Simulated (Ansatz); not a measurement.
# C2H5F2In: what the fields show

| atom | x (Å) | y (Å) | z (Å) |
| --- | --- | --- | --- |
| C | 0.6499 | 1.7566 | -1.6262 |
| C | 0.7858 | 2.0853 | -0.1670 |
| F | 0.3637 | 0.3334 | -1.7506 |
| F | 2.6113 | -0.6651 | 0.5397 |
| In | 0.7671 | 0.0411 | 0.6257 |
| H | -0.1922 | 2.2489 | -2.1346 |
| H | 1.5745 | 1.9056 | -2.2018 |
| H | -0.0465 | 2.6845 | 0.2287 |
| H | 1.7423 | 2.5663 | 0.0821 |
| H | -0.3406 | -1.0361 | 1.3639 |

Geometry: r2SCAN-D4/def2-SVP; core potentials replace the inner electrons of In.

Theory: isolated molecule in a Gaussian basis; Kohn-Sham density functional theory, functional PBE0 (Ansatz 0.2.0).

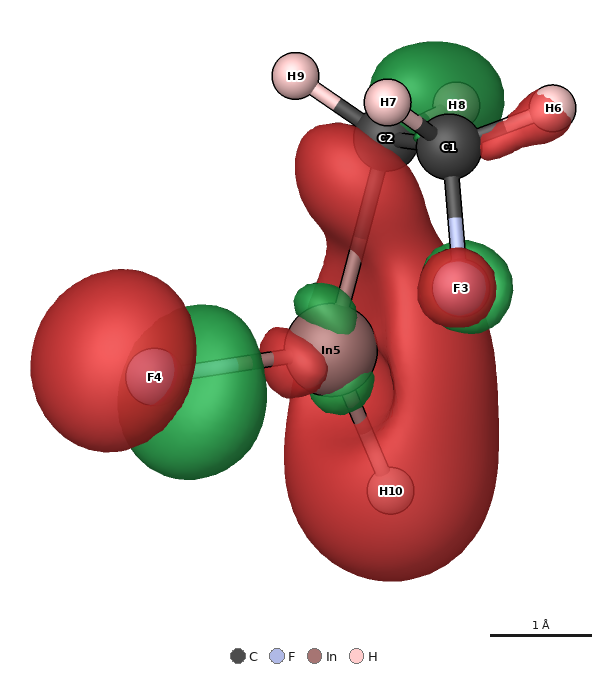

Figure 1. The HOMO−1 at ±0.1 Å⁻³ᐟ² (green and red are the two phases), seen at an oblique angle.

What is the character of this orbital?

Answer. By Hirshfeld shares it lies mainly on F4 (about 50 %), In5 (about 25 %) and H10 (about 15 %). Its energy is −9.27 eV.

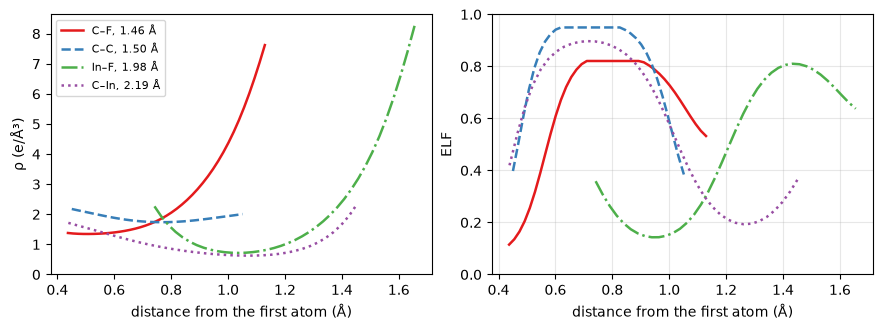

Figure 2. Electron density and electron localisation function along straight lines between neighbouring atoms. The curves leave out the atomic cores.

Compare the contacts.

Answer. C–F (1.46 Å): ρ is about 1.7 e/Å³ halfway, with its minimum of 1.3 e/Å³ about 0.5 Å from C; the ELF peaks at about 0.80 between the atoms (a polar covalent bond).
C–C (1.50 Å): ρ is about 1.7 e/Å³ halfway; the ELF peaks at about 0.95 between the atoms (a shared electron pair).
In–F (1.98 Å): the density is about 0.74 e/Å³ at the midpoint; the ELF peaks at about 0.80 in the valence shell of F, 0.5 Å from its nucleus, and drops to about 0.15 between the two atoms.
C–In (2.19 Å): ρ at the midpoint is about 0.63 e/Å³; the ELF peaks at about 0.90 in the valence shell of C, 0.7 Å from its nucleus, and drops to about 0.20 between the two atoms.

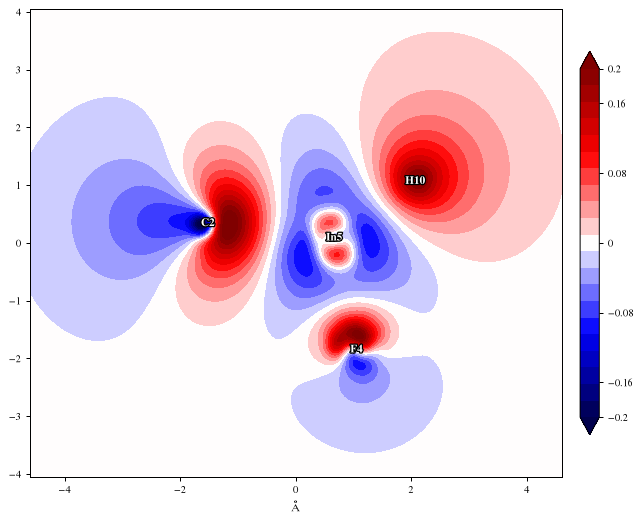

Figure 3. One frontier orbital on the plane of atoms F4, In5 and H10 (values in Å⁻³ᐟ²; the overall sign is arbitrary).

Which orbital is it: HOMO or LUMO?

Answer. The LUMO, at −1.07 eV. It lies mainly on In5 (about 70 %), H10 (about 5 %) and C2 (about 5 %).
